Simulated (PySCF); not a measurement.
# H₂O: NMR shifts at several levels of theory, part 2 of 2

PySCF 2.14.0. Atoms count from 0. The steps go on from the part before.

**13. Shielding tensors: PBE0/pcSseg-2**

Job settings and geometry (Å):

```
{"job": {"kind": "nmr", "xc": "PBE0", "basis": "pcSseg-2", "pop": false}, "charge": 0, "multiplicity": 1}
O     -0.384857     0.062357     0.071901
H      0.280395     0.586773    -0.385402
H      0.088052    -0.746330     0.293616
```

With the program's defaults for keys left out, this is: GIAO PBE0/pcSseg-2 NMR shielding, non-relativistic, gas phase.

Log:

```text
coarse grid: 2328 points
cycle   1  E = -76.3075215807  dE = -8.596e-03  |g| = 6.601e-01  |ddm| = 9.305e-01
cycle   2  E = -76.2117381718  dE =  9.578e-02  |g| = 9.868e-01  |ddm| = 7.062e-01
cycle   3  E = -76.3853558435  dE = -1.736e-01  |g| = 2.976e-02  |ddm| = 4.325e-01
cycle   4  E = -76.3855063625  dE = -1.505e-04  |g| = 5.216e-03  |ddm| = 1.163e-02
cycle   5  E = -76.3855097907  dE = -3.428e-06  |g| = 6.379e-04  |ddm| = 2.329e-03
final grid: 21952 points
cycle   6  E = -76.3812789984  dE = -2.503e-05  |g| = 2.432e-03  |ddm| = 7.207e-03
cycle   7  E = -76.3812783095  dE =  6.889e-07  |g| = 3.003e-03  |ddm| = 1.939e-03
cycle   8  E = -76.3812797773  dE = -1.468e-06  |g| = 2.956e-04  |ddm| = 1.236e-03
cycle   9  E = -76.3812797915  dE = -1.416e-08  |g| = 1.777e-05  |ddm| = 1.035e-04
cycle  10  E = -76.3812797916  dE = -4.442e-11  |g| = 2.807e-06  |ddm| = 7.792e-06
converged SCF energy = -76.3812797916

GIAO shielding tensors (ppm)
atom      isotropic    diamagn.    paramagn.     s11        s22        s33       span
  0 O      328.141     382.848     -54.707    305.124    319.665    359.636     54.512
  1 H       30.913      30.748       0.165     23.576     25.132     44.030     20.455
  2 H       30.912      30.722       0.189     23.575     25.131     44.028     20.454
```

Wall time 0.5 s (1 thread of Arm Neoverse V2, shared host); peak memory 0.27 GiB.

In short: δ O0 0.0, H1 0.33 ppm (means over like atoms).

**14. NMR shieldings: mPW1PW91/pcSseg-2**

Job settings and geometry (Å):

```
{"job": {"kind": "nmr", "xc": "mPW1PW91", "basis": "pcSseg-2", "pop": false}, "charge": 0, "multiplicity": 1}
O     -0.384857     0.062357     0.071901
H      0.280395     0.586773    -0.385402
H      0.088052    -0.746330     0.293616
```

Level: GIAO mPW1PW91/pcSseg-2 NMR shielding, non-relativistic, gas phase.

Log:

```text
coarse grid: 2328 points
cycle   1  E = -76.3671651490  dE = -6.224e-03  |g| = 6.749e-01  |ddm| = 9.324e-01
cycle   2  E = -76.2689753389  dE =  9.819e-02  |g| = 1.003e+00  |ddm| = 7.160e-01
cycle   3  E = -76.4479852562  dE = -1.790e-01  |g| = 2.996e-02  |ddm| = 4.388e-01
cycle   4  E = -76.4481384230  dE = -1.532e-04  |g| = 5.309e-03  |ddm| = 1.154e-02
cycle   5  E = -76.4481419998  dE = -3.577e-06  |g| = 6.681e-04  |ddm| = 2.741e-03
final grid: 21952 points
cycle   6  E = -76.4441534605  dE = -2.365e-05  |g| = 1.250e-03  |ddm| = 7.416e-03
cycle   7  E = -76.4441535418  dE = -8.128e-08  |g| = 5.798e-04  |ddm| = 6.759e-04
cycle   8  E = -76.4441535623  dE = -2.045e-08  |g| = 4.553e-04  |ddm| = 4.018e-04
cycle   9  E = -76.4441535962  dE = -3.387e-08  |g| = 2.162e-05  |ddm| = 1.667e-04
cycle  10  E = -76.4441535962  dE = -7.006e-11  |g| = 2.815e-06  |ddm| = 9.678e-06
converged SCF energy = -76.4441535962

GIAO shielding tensors (ppm)
atom      isotropic    diamagn.    paramagn.     s11        s22        s33       span
  0 O      327.091     382.940     -55.849    303.977    318.172    359.124     55.148
  1 H       30.945      30.752       0.193     23.627     25.206     44.003     20.376
  2 H       30.944      30.726       0.218     23.626     25.206     44.001     20.375
```

It took 0.51 s on 1 thread of Arm Neoverse V2, shared host; peak memory 0.28 GiB.

In short: δ O0 0.0, H1 0.35 ppm (means over like atoms).

**15. Side by side: NMR shifts**

Isotropic shieldings (ppm), means over like atoms, with basis size and wall time:

| run | H1 | O0 | functions | time |
| --- | --- | --- | --- | --- |
| HF/pcSseg-2 | 30.45 | 326.3 | 64 | 0.18 s |
| LDA/pcSseg-2 | 30.69 | 334.4 | 64 | 0.51 s |
| PBE/pcSseg-2 | 31.18 | 327.9 | 64 | 0.68 s |
| BLYP/pcSseg-2 | 31.25 | 325.2 | 64 | 0.67 s |
| BP86/pcSseg-2 | 31.22 | 326.1 | 64 | 0.67 s |
| OPBE/pcSseg-2 | 31.22 | 329.2 | 64 | 0.65 s |
| KT2/pcSseg-2 | 31.23 | 324.3 | 64 | 0.68 s |
| KT3/pcSseg-2 | 31.32 | 323.8 | 64 | 0.67 s |
| B97-D/pcSseg-2 | 31.24 | 325.2 | 64 | 0.67 s |
| B3LYP/pcSseg-2 | 31.00 | 325.8 | 64 | 0.52 s |
| PBE0/pcSseg-2 | 30.91 | 328.1 | 64 | 0.5 s |
| mPW1PW91/pcSseg-2 | 30.94 | 327.1 | 64 | 0.51 s |
| measured | 30.05 | 323.5 | – | – |

Measured: gas; G. L. Stoychev, PhD thesis, Univ. Bonn 2021 (Stoychev, Auer, Izsak, Neese, JCTC 2018, 14, 619).

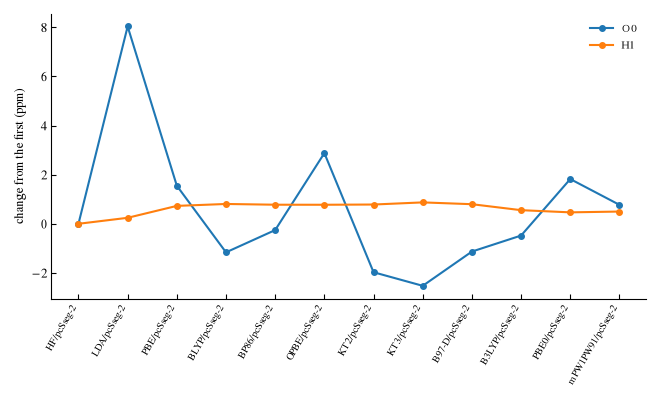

How the tabulated atoms move from run to run.

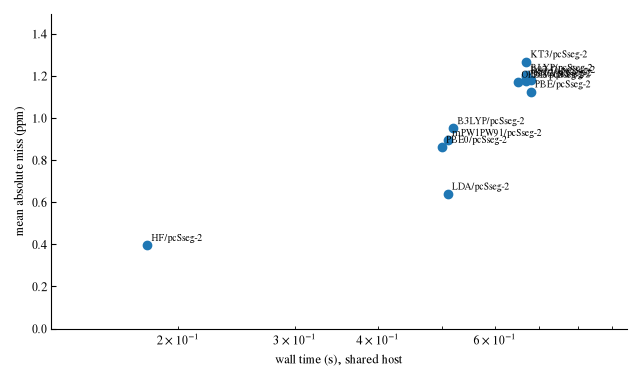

Cost against miss for the one measured 1H shielding.

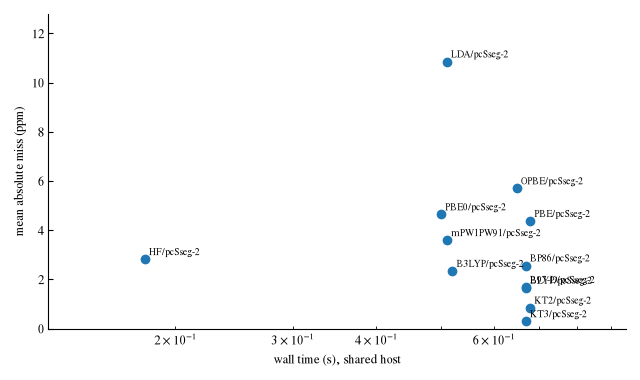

Cost against miss for the one measured 17O shielding.

**16. Outcome**

What follows sums up all 2 parts.

| quantity | value |
| --- | --- |
| point group | C2v |
| rotational constants (main isotopes) | 788.77, 440.80, 282.77 GHz |
| 1H shifts against TMS (HF/pcSseg-2, means over atoms taken as alike) | 1.24 ppm |
| shieldings of O (HF/pcSseg-2) | O0 326.3 ppm |
| measured, and computed on the same scale | H1 σ 30.05, 30.45; O0 σ 323.5, 326.3 ppm |
| range of the shielding of O0 | 323.8 to 334.4 ppm |

What this shows: Single values in the summary come from the first run of each kind that ended normally (HF/pcSseg-2), which need not be the best level. The start was shaken at random, so part of the energy gained undoes that. At HF/pcSseg-2: Shielding is most anisotropic at O0 (span 55 ppm, paramagnetic term -56 ppm). The one measured 1H shielding is missed by +0.40 ppm (computed less measured, unscaled). The one measured 17O shielding is missed by +2.8 ppm (computed less measured, unscaled). Vibration and temperature are missing from the calculation, so part of the miss against the measured shifts is not the functional's. Across the 12 runs the shielding of O0 moves most, between 323.8 (KT3/pcSseg-2) and 334.4 ppm (LDA/pcSseg-2). For the one measured 1H shielding, HF/pcSseg-2 misses least (0.40 ppm, 0.18 s) and KT3/pcSseg-2 most (1.27 ppm, 0.67 s). For the one measured 17O shielding, KT3/pcSseg-2 misses least (0.29 ppm, 0.67 s) and LDA/pcSseg-2 most (10.86 ppm, 0.51 s); the quickest, HF/pcSseg-2, misses by 2.82 ppm in 0.18 s. One molecule ranks no method: errors cancel, and vibration and temperature are missing from all runs.
